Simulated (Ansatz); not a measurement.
**SnH2S2F2 (SMILES [F][Sn]([F])([SH])[SH]) at HF/STO-3G**

What is the electronic atomisation energy of SnH2S2F2 at HF/STO-3G? 

The results are computed with Ansatz 0.2.0.

45 further runs of the same task are left out: 45 set aside as unsound or not needed. Runs told in other sessions of the task aren't counted.

### 1 Starting point

SnH2S2F2 has 7 atoms, charge 0, and is taken as a singlet. As SMILES, `[F][Sn]([F])([SH])[SH]`. The coordinates come from a PBE0-D4/def2-TZVP relaxation. This is one conformer, not always the lowest.

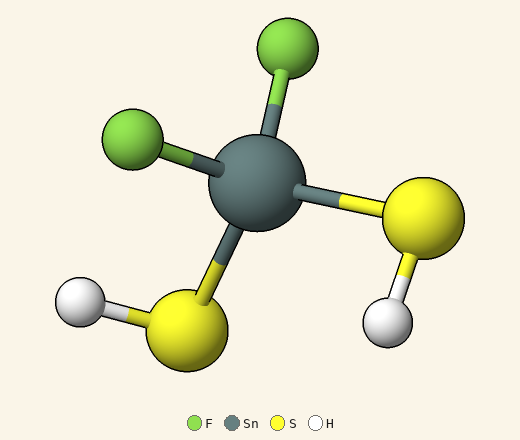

Viewed from a chosen angle; fluorine green, tin teal, sulfur yellow, hydrogen white.

### 2 The energy at HF/STO-3G

File run.yaml:

```yaml
crystal:
  periodic: [false, false, false]
  atoms:
    - {symbol: F, position_ang: [0.246200, -2.260000, 0.562200]}
    - {symbol: Sn, position_ang: [0.078900, -0.394700, 0.232400]}
    - {symbol: F, position_ang: [1.629500, 0.318000, 1.082100]}
    - {symbol: S, position_ang: [-1.928000, 0.238900, 1.297200]}
    - {symbol: S, position_ang: [0.326700, 0.156800, -2.051400]}
    - {symbol: H, position_ang: [-1.920300, 1.436500, 0.683700]}
    - {symbol: H, position_ang: [1.628300, 0.436500, -1.851900]}
basis:
  gaussian:
    orbitals: STO-3G
hamiltonian:
  xc: hf
accuracy: high
output: {orbitals: {seedname: orbitals}}
```

Run with:

```sh
$ ansatz run run.yaml --threads 1 --pin off --max-ram 2610MiB --events-out events.jsonl --progress --plain --runs-dir runs
```

The program printed:

```text
Warning: RAYON_NUM_THREADS=1 ignored (pool sized by the plan → 1); use --threads N
Functional definition: HF
  name "HF"
  exchange = exact_x
  correlation = 0
1145 factors; integrals over basis functions are off by at most 1.9e-8 eV
mean field evaluation 1: about -189032.4814 eV, gradient 2.6e1 eV
mean field evaluation 2: about -189032.5880 eV, gradient 2.6e1 eV
mean field evaluation 4: about -189036.4919 eV, gradient 1.6e0 eV
mean field evaluation 8: about -189036.5078 eV, gradient 6.8e-4 eV
mean field -189036.50775487 eV, -6946.9635264444 hartree, gradient 7.2e-8 eV, S^2 0.000000; 0 other end points of the search recorded, 0 dependent functions left out
reference -189036.50775487 eV, -6946.9635264444 hartree; 51, 51 occupied and 6, 6 virtual orbitals, 1145 factors
Total energy: -189036.50775487 eV, -6946.9635264444 hartree
```

Run time: 1.6 s. Hardware: 1 thread of Arm Neoverse V2, shared host; peak memory 0.17 GiB.

### 3 The F atom, same level

File job.yaml:

```yaml
crystal:
  periodic: [false, false, false]
  atoms:
    - symbol: F
      position_ang: [0.000000, 0.000000, 0.000000]
basis:
  gaussian: {orbitals: STO-3G}
total_charge: 0
hamiltonian: {xc: hf}
accuracy: high
magnetization: {spin_polarized: true, initial_magnetization: 1}
```

Run the same way, it converges to -97.98651 Eh (log not shown).

### 4 The H atom, same level

File job.yaml:

```yaml
crystal:
  periodic: [false, false, false]
  atoms:
    - {symbol: H, position_ang: [0.000000, 0.000000, 0.000000]}
basis:
  gaussian: {orbitals: STO-3G}
magnetization: {spin_polarized: true, initial_magnetization: 1}
hamiltonian: {xc: hf}
accuracy: high
```

Run the same way, it converges to -0.46658 Eh (log not shown).

### 5 The S atom at the same level

File in.yaml:

```yaml
crystal:
  periodic: [false, false, false]
  atoms:
    - {symbol: S, position_ang: [0.000000, 0.000000, 0.000000]}
basis:
  gaussian:
    orbitals: STO-3G
magnetization:
  spin_polarized: true
  initial_magnetization: 2
hamiltonian:
  xc: hf
accuracy: high
```

Run the same way, it converges to -393.13022 Eh (log not shown).

### 6 The Sn atom

File in.yaml:

```yaml
crystal:
  periodic: [false, false, false]
  atoms:
    - {symbol: Sn, position_ang: [0.000000, 0.000000, 0.000000]}
basis:
  gaussian: {orbitals: STO-3G}
magnetization: {spin_polarized: true, initial_magnetization: 2}
hamiltonian: {xc: hf}
accuracy: high
```

Run with:

```sh
$ ansatz run in.yaml --threads 1 --pin off --max-ram 2610MiB --events-out events.jsonl --progress --plain --runs-dir runs
```

The program printed:

```text
Warning: RAYON_NUM_THREADS=1 ignored (pool sized by the plan → 1); use --threads N
[... 4 set-up lines as earlier in the session ...]
251 factors; integrals over basis functions are off by at most 4.4e-9 eV
mean field evaluation 1: about -162267.0928 eV, gradient 4.3e-1 eV
mean field evaluation 2: about -162267.1048 eV, gradient 4.3e-1 eV
mean field evaluation 4: about -162267.1053 eV, gradient 2.9e-6 eV
mean field evaluation 8: about -162267.1053 eV, gradient 7.5e-2 eV
mean field evaluation 16: about -162267.1053 eV, gradient 3.9e-9 eV
mean field -162267.10534540 eV, -5963.2061328489 hartree, gradient 3.9e-9 eV, S^2 2.000002; 0 other end points of the search recorded, 0 dependent functions left out
reference -162267.10534540 eV, -5963.2061328489 hartree; 26, 24 occupied and 1, 3 virtual orbitals, 251 factors
Total energy: -162267.10534540 eV, -5963.2061328489 hartree
```

It took 0.16 s on 1 thread of Arm Neoverse V2, shared host.

### 7 What came out

At HF/STO-3G:

| quantity | value |
| --- | --- |
| molecule: total energy | -6946.96353 Eh |
| molecule: HOMO energy | -7.56 eV |
| molecule: LUMO energy | 7.68 eV |
| molecule: HOMO–LUMO gap | 15.24 eV |
| F atom: total energy | -97.98651 Eh |
| F atom: ⟨S²⟩ | 0.750 |
| H atom: total energy | -0.46658 Eh |
| H atom: ⟨S²⟩ | 0.750 |
| S atom: total energy | -393.13022 Eh |
| S atom: ⟨S²⟩ | 2.000 |
| Sn atom: total energy | -5963.20613 Eh |
| Sn atom: ⟨S²⟩ | 2.000 |
| electronic atomisation energy | 16.076 eV |

What this shows: Taking the molecule apart into free atoms costs 16.08 eV (371 kcal/mol), before zero-point energy and without spin-orbit coupling. Hartree–Fock lacks the correlation of the bonding pairs, which as a rule makes this value much too low; in minimal bases other errors can mask that. In a minimal basis such a difference can be off by several eV, whatever the method. Relativity is left out (molecule) although the molecule holds a heavy atom. Relativity is left out (Sn atom) although the molecule holds a heavy atom.
